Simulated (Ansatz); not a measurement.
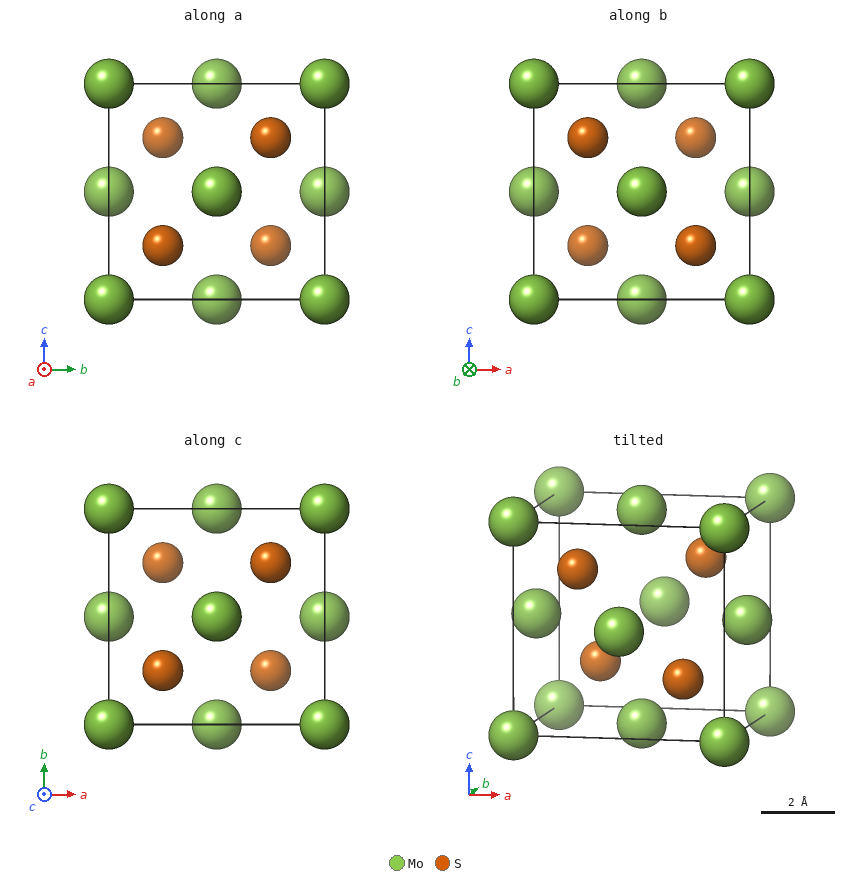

The figure gives a spheres-only picture of the atoms, viewed along the a axis, along the b axis, along the c axis and slightly off an axis. The parallelepiped is the conventional unit cell.

Lattice parameters: a = 5.951 Å, b = 5.951 Å, c = 5.951 Å, α = 90.00°, β = 90.00°, γ = 90.00°.

> Give the atomic positions as a table of Wyckoff sites.

Space group F-43m (No. 216).
| atom | site | x | y | z |
| --- | --- | --- | --- | --- |
| Mo | 4a | 0.0000 | 0.0000 | 0.0000 |
| S | 4d | 0.2500 | 0.2500 | 0.7500 |

Its origin is a structure type filled with these elements by a generator (whether the compound takes this form wasn't checked). Earlier steps of the study, as a rule a relaxation of our own, may have changed the cell and positions, so they can lie some per cent off the listed ones. A calculation with Ansatz used it as input.

At this level of theory the run's own cell isn't at rest (stretched, at -7 GPa), so its distances can differ from those at equilibrium, the more so the softer the solid.
